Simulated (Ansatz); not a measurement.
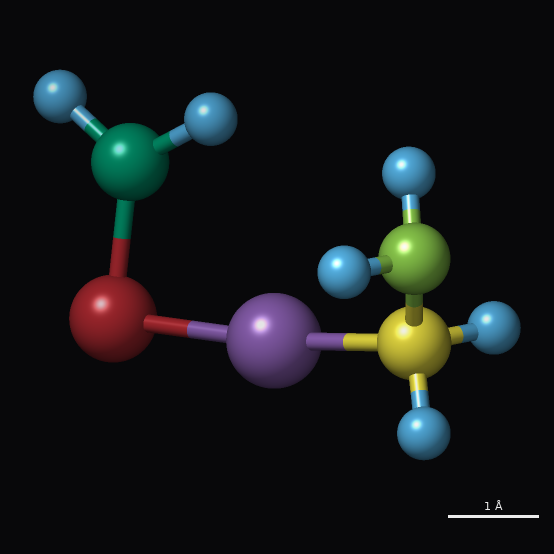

A ball-and-stick model of a molecule. Every bond is drawn as one stick, whatever its order. Colours: boron teal, sulfur red, zinc purple, carbon yellow, nitrogen green, hydrogen blue.

Description:

Formula CH6BNSZn. Its SMILES string is `B[S][Zn][CH2]N`. Among its groups: primary amine, B–H bond. This geometry has C1 symmetry. Coordination: 1 B trigonal planar; 1 S bent; 1 Zn linear; 1 C tetrahedral; 1 N trigonal pyramidal.

The parts below concern this one geometry. Atoms keep their numbers from picture to picture. The geometry was computed by an optimisation with PBE0-D4/def2-TZVP.

Shape

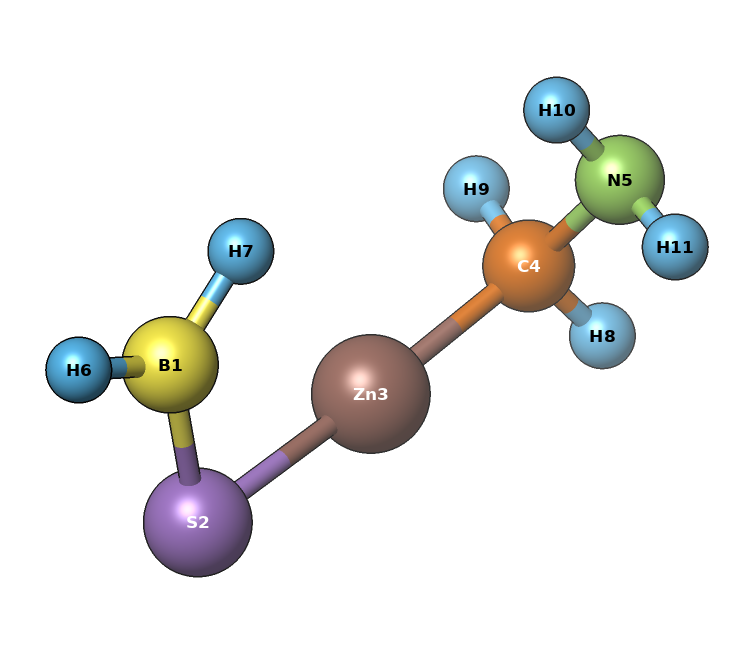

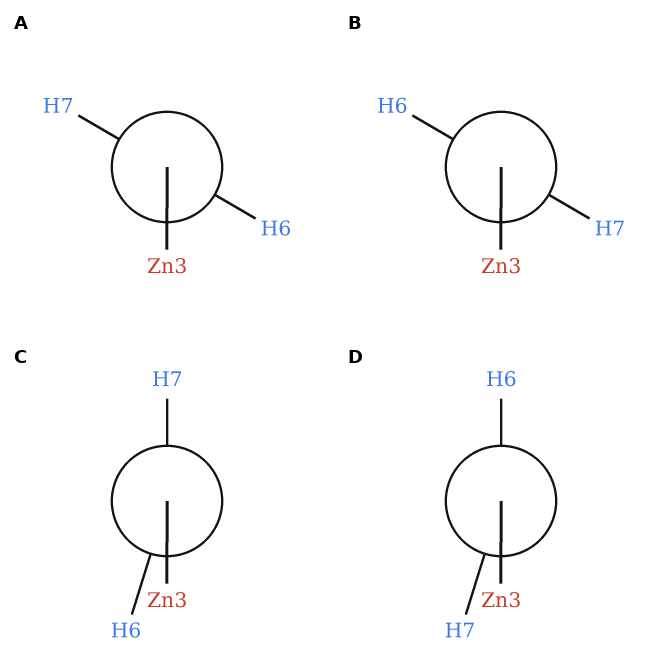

Depth is shown by fading: the farther an atom, the more it takes the colour of the background. Bonds that would overlap in a projection are set slightly apart.

> Which Newman projection shows the view along S2–B1, with S2 in front?

D. The torsion angle Zn3–S2–B1–H6 is 180°, antiperiplanar (anti).

Levels of theory compared

Program: Ansatz 0.2.0.

Tabulate HOMO energy (eV), dipole (D) at these levels: B3LYP-D4/def2-TZVPP; PBE-D4/def2-TZVPP; r2SCAN-D4/def2-TZVPP; ωB97M-V/def2-TZVPP.

| level | HOMO energy (eV) | dipole (D) |
| --- | --- | --- |
| B3LYP-D4/def2-TZVPP | −5.98 | 1.29 |
| PBE-D4/def2-TZVPP | −5.03 | 1.51 |
| r2SCAN-D4/def2-TZVPP | −5.22 | 1.41 |
| ωB97M-V/def2-TZVPP | −8.33 | 1.07 |

Vibrations

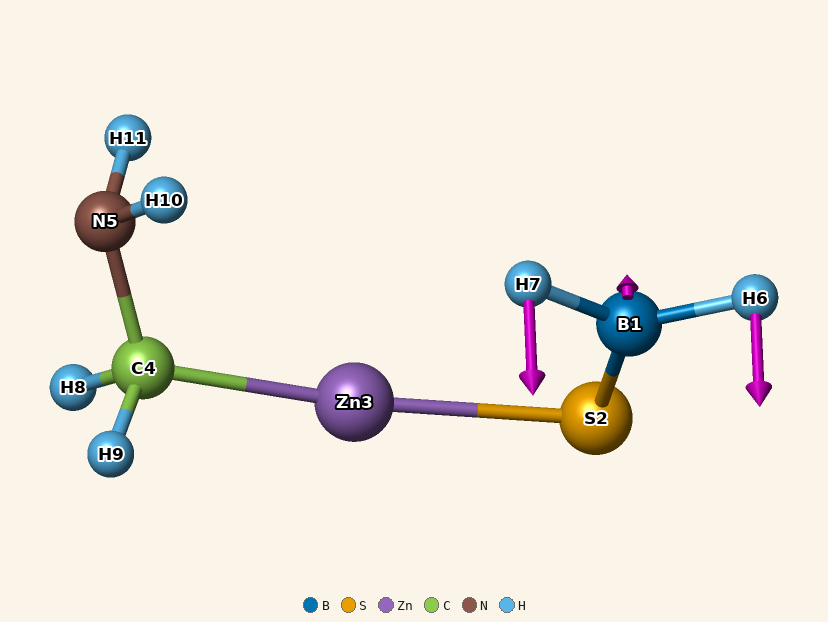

The arrows show one normal mode. Harmonic vibrations computed with RKS PBE0-D4/def2-TZVP (Ansatz 0.2.0) at a stationary point of the same level.

> Estimate its harmonic wavenumber.

942 cm⁻¹; it is mode 14 of 27 counted from the lowest.

Charges

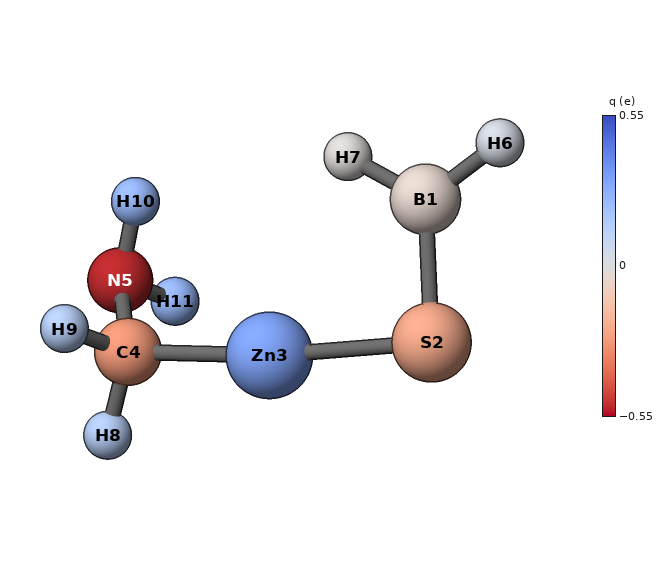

Atoms are coloured by their Mulliken charges. Level of theory: RKS PBE0-D4/def2-TZVP (Ansatz 0.2.0).

> Which atom carries the highest charge (most positive or least negative)?

Zn3 (0.30 e).

> And the lowest?

N5 (−0.50 e).

List the Mulliken charges.

| atom | value (e) |
| --- | --- |
| B1 | −0.04 |
| S2 | −0.22 |
| Zn3 | 0.30 |
| C4 | −0.27 |
| N5 | −0.50 |
| H6 | 0.03 |
| H7 | −0.01 |
| H8 | 0.13 |
| H9 | 0.13 |
| H10 | 0.23 |
| H11 | 0.22 |

Mulliken values depend strongly on the basis set and can even reverse the polarity of a bond.
